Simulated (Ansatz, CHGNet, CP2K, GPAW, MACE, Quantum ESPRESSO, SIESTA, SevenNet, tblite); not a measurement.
## tblite on Ti3C2O2 MXene, 1 layer (61 atoms): settings against a plane-wave reference

Wanted: tblite inputs and outputs for Ti3C2O2 MXene, 1 layer (61 atoms), checked against a plane-wave reference.

Calculated with tblite 0.8.0; the method is named at each step.

## (1) The starting structure

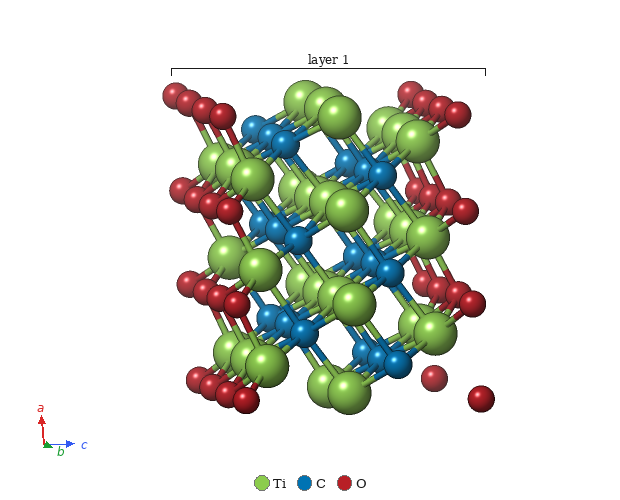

The cell as given, from the side, with the c axis across the page (titanium green, carbon blue, oxygen red). Bonds to atoms that aren't drawn are left out. Some periodic images of atoms are drawn too.

The cell holds 61 atoms: 25 Ti, 18 C and 18 O. Its edges and angles: a = 9.120 Å, b = 9.120 Å, c = 20.900 Å, α = 90.0°, β = 90.0°, γ = 120.0°. It derives from Ti3C2O2 (Ti3C2O2 MXene). 1 layer of Ti3C2O2 MXene (a = 3.04 Å), 3 x 3 cells; 14 Å of vacuum; 2 Ti removed at random; every coordinate displaced by a Gaussian of 0.03 Å. Then every atom was moved at random, 0.03 Å r.m.s. a Cartesian component. Vacuum lies along c.

The yardstick, on the same geometry:

- method: Kohn-Sham DFT, PBE, SSSP efficiency 1.3.0 pseudopotentials, plane waves (Quantum ESPRESSO 7.5); sssp-pbe-1.3.0-efficiency, cutoffs 60/480 Ry, Γ point
- r.m.s. force component: 1.241 eV/Å
- longest force: 4.003 eV/Å
- time: 7.5 min on 4 MPI ranks of Arm Neoverse V1, shared host
- CPU time: 30 min

## (2) GFN1-xTB

Method: GFN1-xTB tight binding, diagonalisation.

run.py

```python
import numpy as np
from ase.io import read
from tblite.ase import TBLite

atoms = read("structure.xyz")
atoms.calc = TBLite(method="GFN1-xTB", electronic_temperature=580, accuracy=1.0, max_iterations=250, mixer_damping=0.1, verbosity=1)
energy = atoms.get_potential_energy()
forces = atoms.get_forces()
print(f"energy {energy:.6f} eV")
print("forces (eV/A)")
for i, (a, f) in enumerate(zip(atoms, forces)):
    print(f"{i:4d} {a.symbol:2s} {f[0]:10.5f} {f[1]:10.5f} {f[2]:10.5f}")
print("charges (e)")
print(np.array2string(atoms.get_charges(), precision=4, suppress_small=True, max_line_width=110, threshold=100000))
```

structure.xyz

```xyz
61
Lattice="9.12000 0.00000 0.00000 -4.56000 7.89815 0.00000 0.00000 0.00000 20.90000" Properties=species:S:1:pos:R:3 pbc="T T T"
Ti 4.53702 7.83449 10.47341
C 0.00228 1.72622 11.70755
C 1.51652 0.92511 9.13999
Ti 0.03498 1.73120 7.88390
O 4.56114 7.87848 13.90895
O -4.53766 7.88188 7.07277
Ti 7.61958 2.59786 10.38918
C -1.48943 4.29399 11.70024
C 0.02285 3.56467 9.21836
Ti -0.03215 3.50007 13.03094
Ti -1.48884 4.35030 7.92988
O 7.54384 2.59573 13.88053
O -1.52263 2.64327 7.00213
Ti -3.06336 5.32675 10.51542
C -2.99934 7.01063 11.71738
C -1.54666 6.13892 9.21690
Ti -1.57703 6.11159 13.02781
Ti -3.02529 7.04736 7.90292
O 6.02604 5.27533 13.88951
O 6.05823 5.28497 7.00547
Ti 3.04777 0.03057 10.43850
C 3.06031 1.77282 11.66345
C 4.55576 0.90615 9.16005
Ti 4.57587 0.91492 13.00168
Ti 3.06131 1.77029 7.95015
O 3.02542 0.03136 13.87655
O 3.07426 0.03696 7.02721
Ti 1.47730 2.67344 10.46965
C 1.54757 4.39390 11.72532
C 3.07896 3.50733 9.17092
Ti 3.00385 3.48814 13.00168
O 1.52806 2.64462 13.84437
O 1.54666 2.62377 7.04769
Ti 0.00762 5.28900 10.45669
C -0.05230 6.98868 11.71069
C 1.47949 6.05117 9.27166
Ti 1.49313 6.15266 13.03387
Ti 0.03908 7.08567 7.93259
O 0.05139 5.32185 13.92609
O 0.04742 5.25116 6.99042
Ti 6.08053 0.00845 10.45543
C 6.09667 1.68396 11.66575
C 7.65660 0.75743 9.17761
Ti 7.58670 0.90379 13.01965
Ti 6.08961 1.71595 7.90333
O 6.00807 0.01437 13.89223
O 1.53480 7.89420 7.04414
Ti 4.49370 2.71602 10.44791
C 4.53296 4.31626 11.75876
C 6.05983 3.48064 9.18785
Ti 6.11377 3.49177 13.01192
Ti 4.58709 4.41475 7.93155
O 4.50314 2.64438 13.83371
O 4.51217 2.62511 7.00610
Ti 3.09077 5.25432 10.44728
C 3.03213 7.08322 11.70776
[... 1 atom lines left out ...]
Ti 4.57924 6.14271 12.96950
Ti 2.99825 6.98268 7.93657
O 3.06747 5.23908 13.86610
O 3.01329 5.25314 6.98520
```

Run with:

```console
OMP_NUM_THREADS=1 python run.py > output.txt
```

Log:

```text
------------------------------------------------------------
  cycle        total energy    energy error   density error
------------------------------------------------------------
      1     -128.1038951592  -1.2830536E+02   1.2289049E+00
      2     -140.6145505416  -1.2510655E+01   9.6145081E-01
      3     -151.2950332600  -1.0680483E+01   6.3869146E-01
      4     -152.8941216476  -1.5990884E+00   5.6992303E-01
      5     -151.2644214014   1.6297002E+00   4.9335224E-01
      6     -134.4030527752   1.6861369E+01   4.8870817E-01
      7     -145.0766810282  -1.0673628E+01   3.4717914E-01
      8     -153.6582816444  -8.5816006E+00   1.9024205E-01
      9     -154.3997437564  -7.4146211E-01   1.5526856E-01
     10     -154.7296426213  -3.2989886E-01   1.1043963E-01
     11     -154.8512796143  -1.2163699E-01   6.8881706E-02
     12     -154.9487788260  -9.7499212E-02   4.0471712E-02
     13     -154.9801055648  -3.1326739E-02   2.6083222E-02
     14     -154.9959504959  -1.5844931E-02   1.7374472E-02
     15     -154.9983548890  -2.4043932E-03   1.3042804E-02
     16     -154.9987766102  -4.2172118E-04   1.1385252E-02
     17     -155.0004079278  -1.6313176E-03   6.2779235E-03
     18     -155.0011430437  -7.3511589E-04   3.7877493E-03
     19     -155.0015521788  -4.0913514E-04   2.7134873E-03
     20     -155.0017150242  -1.6284536E-04   1.9679917E-03
     21     -155.0017909453  -7.5921067E-05   1.0415990E-03
     22     -155.0018145459  -2.3600659E-05   3.9330934E-04
     23     -155.0018230230  -8.4770668E-06   2.3260212E-04
     24     -155.0018249536  -1.9305677E-06   1.7829524E-04
     25     -155.0018248674   8.6164562E-08   1.6050369E-04
     26     -155.0018251869  -3.1953894E-07   8.4902790E-05
     27     -155.0018253335  -1.4657562E-07   7.4352105E-05
     28     -155.0018253807  -4.7147012E-08   5.4011366E-05
     29     -155.0018254585  -7.7878042E-08   3.2929939E-05
     30     -155.0018254725  -1.3951507E-08   2.5561760E-05
     31     -155.0018254892  -1.6704462E-08   1.6914124E-05
------------------------------------------------------------
 total:                                   2.450 sec
energy -4217.814508 eV
forces (eV/A)
   0 Ti    0.39404    0.74828   -0.16166
   1 C    -0.63115    0.49449   -1.23579
   2 C     0.05352   -0.59510    1.60408
   3 Ti    1.21856    1.42086   -1.59536
   4 O    -2.22350   -1.15478   -1.81229
   5 O     0.07792    0.15230    0.57391
   6 Ti   -0.21309    0.16361    0.41745
   7 C    -0.47640    0.40460   -0.60821
   8 C    -0.69907   -0.69489    1.13810
   9 Ti    1.59166   -1.20615    0.97763
  10 Ti    1.78668    0.78957   -2.03850
  11 O    -0.13620    0.34335   -0.78287
  12 O    -0.26748   -0.28918    1.32272
  13 Ti    0.44091   -0.64586   -0.66904
  14 C    -0.23827   -0.59586   -1.43618
  15 C    -0.10381    0.14849    0.81720
  16 Ti   -0.14191    2.08380    1.38549
  17 Ti    0.03384   -0.20235   -1.05678
  18 O     0.40328   -0.56497   -1.02691
  19 O     0.15652    0.02837    1.36614
  20 Ti   -0.25743    0.08355    0.11016
  21 C     0.24709    0.12535   -1.21740
  22 C     0.31828   -0.13969    1.41477
  23 Ti   -2.09539   -0.67034    1.46723
[...]
53 O     0.70726   -0.17667    1.25517
  54 Ti   -0.72231   -0.07661    0.09609
  55 C    -0.28359   -0.59931   -0.83240
  56 C     0.73180   -0.21117    1.95373
  57 Ti    0.08714    1.72574    2.03639
  58 Ti   -0.43238   -2.16200   -2.09286
  59 O    -0.31120    0.31191   -1.05284
  60 O     2.08811    1.42859    1.94941
charges (e)
[ 0.0271 -0.1217 -0.2555  0.7755 -0.4447 -0.4687 -0.1017 -0.2731 -0.1213  0.7657  0.7631 -0.4636 -0.4619
 -0.0741 -0.1408 -0.2471  0.7677  0.7557 -0.4587 -0.4678  0.0366 -0.118  -0.2636  0.7729  0.753  -0.4448
 -0.4684  0.0668 -0.2516 -0.1139  0.7727 -0.4463 -0.4388  0.0006 -0.2363 -0.1105  0.765   0.7618 -0.4718
 -0.442  -0.0783 -0.2165 -0.2555  0.7599  0.7512 -0.4716 -0.4548 -0.1662 -0.2435 -0.2153  0.7463  0.7596
 -0.4612 -0.4554  0.0142 -0.2493 -0.2483  0.7641  0.7519 -0.4732 -0.4355]
```

It took 3.1 s on 1 thread of Arm Neoverse V1, shared host; peak memory 0.13 GiB.

Banners, paths, timers and routine set-up lines are dropped from the logs unmarked, and long logs keep their key lines alone; longer cuts are marked.

Against the reference:

| Quantity | Value |
| --- | --- |
| r.m.s. force component | 1.046 eV/Å |
| r.m.s. difference of force components | 448.7 meV/Å |
| longest difference of force vectors | 1495 meV/Å |
| force difference over r.m.s. force | 36.15 % |
| slope of forces against the reference's | 0.7893 |
| correlation of force components | 0.9372 |

Length of the force difference by element (eV/Å):

```csv
element,atoms,mean,most
C,18,0.49,0.84
O,18,0.80,1.3
Ti,25,0.80,1.5
```

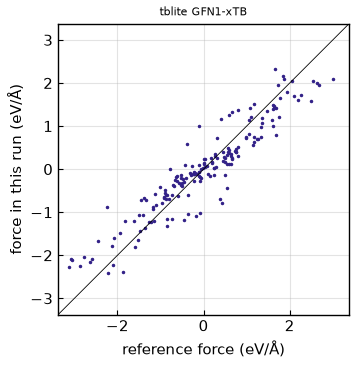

Force components against those of the reference; the line marks equality.

The surroundings of O40, which bears the longest force, nearest first, numbered as they follow in the input and with coordinates relative to it.

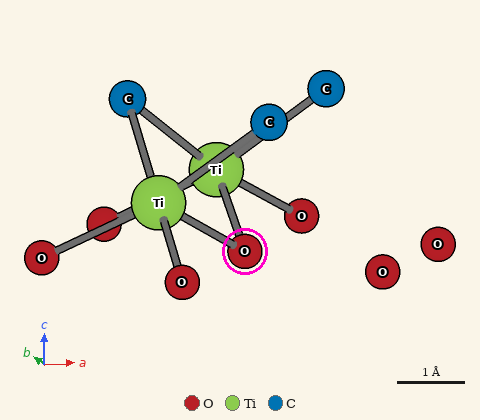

The atoms of the table, within 3.1 Å (arrows a, b, c point along x, y, z); some may hide others; the central atom is ringed.

```csv
atom,x,y,z,distance (Å),bonds,Mulliken charge (e),Fx,Fy,Fz (eV/Å)
O40,0.00,0.00,0.00,0.00,2,-0.44,-2.40,1.21,2.05
Ti11,-1.54,-0.90,0.94,2.01,6,0.76,1.79,0.79,-2.04
Ti38,-0.01,1.83,0.94,2.06,6,0.76,0.00,-2.11,-1.77
C9,-0.02,-1.69,2.23,2.79,5,-0.12,-0.70,-0.69,1.14
C36,1.43,0.80,2.28,2.81,5,-0.11,0.36,1.07,0.73
C16,-1.59,0.89,2.23,2.88,6,-0.25,-0.10,0.15,0.82
O61,2.97,0.00,-0.01,2.97,2,-0.44,2.09,1.43,1.95
O33,1.50,-2.63,0.06,3.03,2,-0.44,-0.38,-2.39,1.52
O47,1.49,2.64,0.05,3.03,3,-0.45,-0.12,0.34,1.00
O13,-1.57,-2.61,0.01,3.04,3,-0.46,-0.27,-0.29,1.32
O27,-1.53,2.68,0.04,3.09,3,-0.47,-0.12,-0.39,1.17
O20,-3.11,0.03,0.02,3.11,3,-0.47,0.16,0.03,1.37
```

Atoms are counted from 1 here, from 0 in the log.

Forces lie 36 % from the reference's, at 0.0017 times its CPU time (on 1 against 4 cores).

## (3) Outcome

```json
{"force difference from the reference": "tblite GFN1-xTB, 36 %", "its CPU time": "3 s"}
```

Tight binding differs by 36 % (tblite GFN1-xTB); it is another model, with fitted parameters of its own, and the xTB methods hold dispersion. One electronic-structure run takes under half the reference's CPU time: tblite GFN1-xTB, at 36 % in 3 s against 30 min. Periodic xTB results under one method name differ between programs and library versions. The runs have no spin polarisation, so any moments at edges, vacancies or dangling bonds can't form. The electronic-structure runs sample only Γ, in a cell whose shortest periodic width is 8 Å, which is coarse for a cell with partly filled levels.

[Also dropped from logs without a mark: logging warnings of Python, and SIESTA's first energy breakdown and zero terms.]

[Logs are printed without paths, hosts, clocks, repeated set-up lines and the standing remarks that a program may print on its own settings, such as how far it seeks lower states.]

[Hosts, paths, dates, database ids (printed as entryN), source tags and the programs' standing remarks are cut or masked in the printed files.]
